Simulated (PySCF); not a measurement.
# C4H9GaO (SMILES C=[CH][Ga]([CH3])[O]C): what the fields show

```xyz
15

C     2.9865   -0.1010   -0.0435
C     1.8377   -0.7555   -0.1150
Ga    0.0646    0.2180    0.0056
C    -0.3501    2.2188    0.2095
O    -1.2126   -0.9402   -0.0859
C    -2.4568   -1.5956   -0.1141
H     3.0206    0.9742    0.0777
H     3.9482   -0.5955   -0.1019
H     1.8270   -1.8360   -0.2363
H    -0.3378    2.5044    1.2628
H    -1.3466    2.4156   -0.1909
H     0.3764    2.8338   -0.3205
H    -2.4116   -2.4927    0.5104
H    -3.2546   -0.9478    0.2591
H    -2.6954   -1.8925   -1.1391
```

Geometry: GFN2-xTB.

Method: PySCF, wB97X-D/def2-SVPD, SCF density, gas phase.

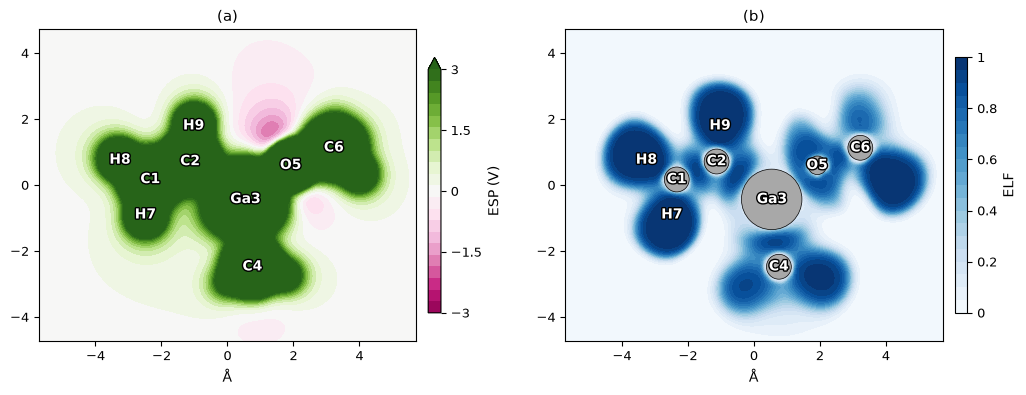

Figure 1. (a) electrostatic potential; (b) electron localisation function on the plane of atoms C4, Ga3 and O5. Grey discs cover the atomic cores in the ELF map.

### Describe what can be read from this map.

Atoms in the plane: C, Ga, O and H. C–C (1.32 Å): the ELF peaks at about 0.95 between the atoms: a multiple bond. C–O (1.41 Å): the ELF peaks at about 0.90 between the atoms; a polar covalent bond. Ga–O (1.73 Å): the ELF peaks at about 0.80 in the valence shell of O, 0.5 Å from its nucleus, and is about 0.15 at the midpoint. C–Ga (2.03 Å): the ELF peaks at about 0.95 in the valence shell of C, 0.7 Å from its nucleus, and is about 0.65 at the midpoint. C–H (1.08 Å): the ELF climbs to about 1 towards the hydrogen, as it does in any bond to H; an ordinary covalent bond to hydrogen. The ELF also peaks beside O5, away from the bonds: lone-pair regions. Outside the dense part of the molecule the potential is most negative (−1.8 V) near O5.

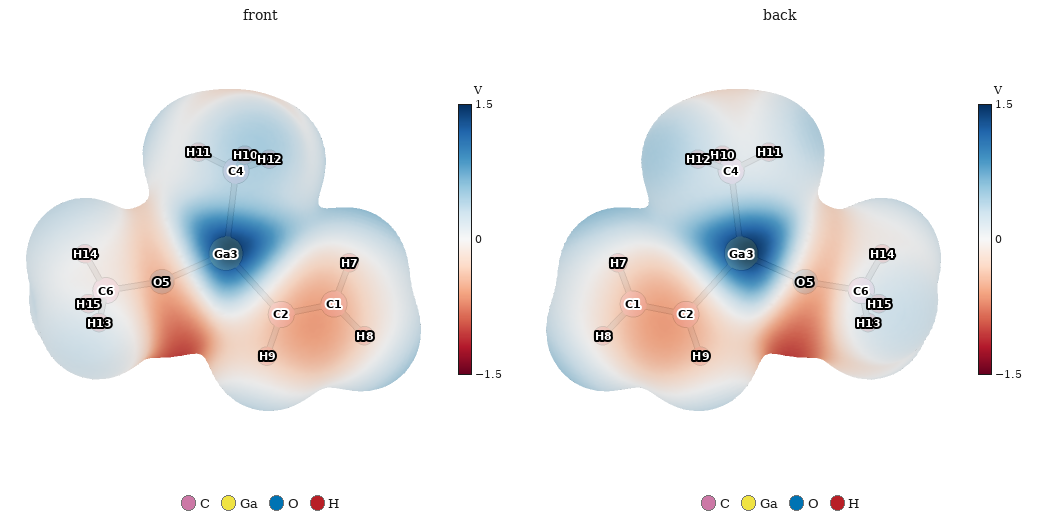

Figure 2. The electrostatic potential painted on the density surface at 0.001 e/bohr³, seen from the front and from behind; the colour scale runs from red (negative) to blue (positive).

### Describe the electrostatic potential map.

The most negative region (about −1.0 V) lies over O5, the most positive (about +1.4 V) over Ga3.
